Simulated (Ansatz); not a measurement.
Si (diamond structure), cut as [110] fin, 0.55 nm along [001] by 1.16 nm along [1-10], dimers on {100} faces, F-ended

Level of theory: PBE (plane waves to 420 eV, PAW; Ansatz, an electronic-structure program).

k-points: Γ-centred 1×1×4 mesh; occupations: Fermi-Dirac, 0.020 eV; spin polarisation not allowed. No spin-orbit coupling.

 The relaxation kept the symmetry of its start, so a lower minimum of less symmetry isn't excluded. The period along the axis is held at the bulk value.

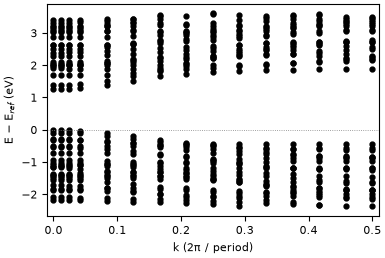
Figure: Levels along the axis at 15 k-points, drawn as points, zero at the top of the valence band

Electronic character: not metallic; Kohn-Sham band gap: 1.25 eV. Only levels within the plotted window are shown.
